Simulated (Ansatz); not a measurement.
Input

```
crystal:
  periodic: [false, false, false]
  atoms:
    - {symbol: C, position_ang: [-1.295085, -0.507966, -0.300813]}
    - {symbol: N, position_ang: [0.011583, 0.025547, 0.011235]}
    - {symbol: C, position_ang: [1.058535, -0.964157, -0.106095]}
    - {symbol: Al, position_ang: [0.295477, 1.690846, 0.480937]}
    - {symbol: Cl, position_ang: [2.226425, 2.348633, 0.911674]}
    - {symbol: Cl, position_ang: [-1.294593, 3.032743, 0.614263]}
    - {symbol: H, position_ang: [-1.557614, -1.335319, 0.372194]}
    - {symbol: H, position_ang: [-1.331385, -0.895080, -1.328034]}
    - {symbol: H, position_ang: [-2.064356, 0.260381, -0.204223]}
    - {symbol: H, position_ang: [1.110862, -1.368250, -1.126066]}
    - {symbol: H, position_ang: [2.032248, -0.533685, 0.134823]}
    - {symbol: H, position_ang: [0.885002, -1.808893, 0.574105]}
basis:
  gaussian: {orbitals: def2-TZVPP}
hamiltonian: {xc: pbe0, dispersion: d4}
output: {orbitals: {seedname: orbitals}}
```

Command:

```sh
ansatz run in.yaml --threads 4 --pin off --events-out ev --progress --plain --max-ram 11315MiB
```

Geometry: PBE0-D4/def2-TZVP.

The calculation used Ansatz 0.2.0, RKS PBE0-D4/def2-TZVPP.

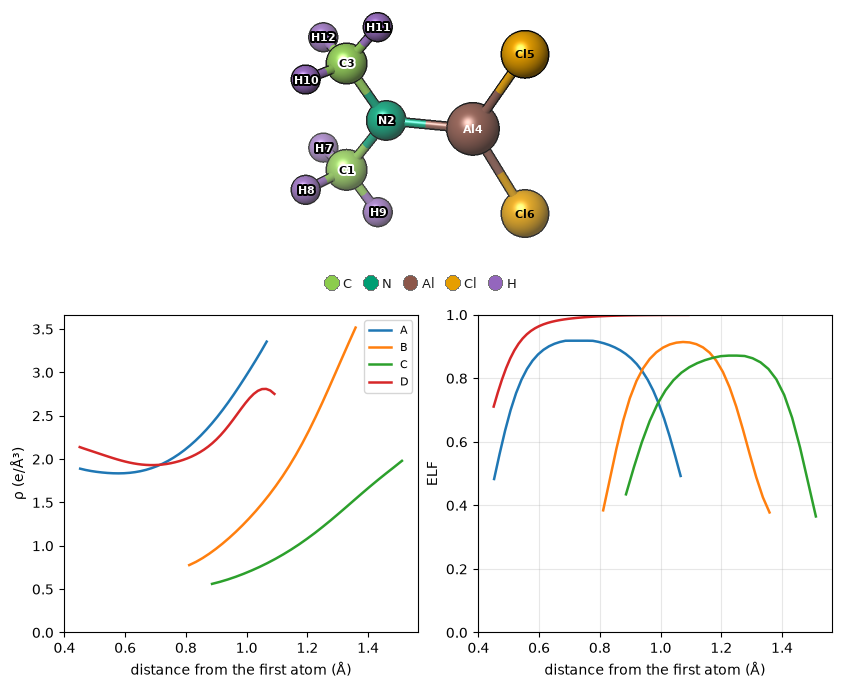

C2H6AlCl2N (SMILES C[N](C)[Al]([Cl])[Cl]). Total electron density and ELF along straight lines between neighbouring atoms. The curves leave out the atomic cores. The structure is drawn too.

**Which curve belongs to which contact (Al–Cl, Al–N, C–H and C–N)? The first atom named is at distance zero.**

Curve A: C–N (1.45 Å): the density is about 1.9 e/Å³ at the midpoint; the ELF peaks at about 0.90 between the atoms: a covalent bond. Curve B: Al–N (1.75 Å): ρ is about 0.91 e/Å³ halfway; the ELF peaks at about 0.90 between the atoms (a short, strongly polar bond). Curve C: Al–Cl (2.08 Å): ρ at the midpoint is about 0.76 e/Å³; the ELF peaks at about 0.85 in the valence shell of Cl, 0.9 Å from its nucleus, and is about 0.80 at the midpoint. Curve D: C–H (1.09 Å): ρ at the midpoint is about 2 e/Å³; the ELF climbs to about 1 towards the hydrogen, as it does in any bond to H (an ordinary covalent bond to hydrogen).
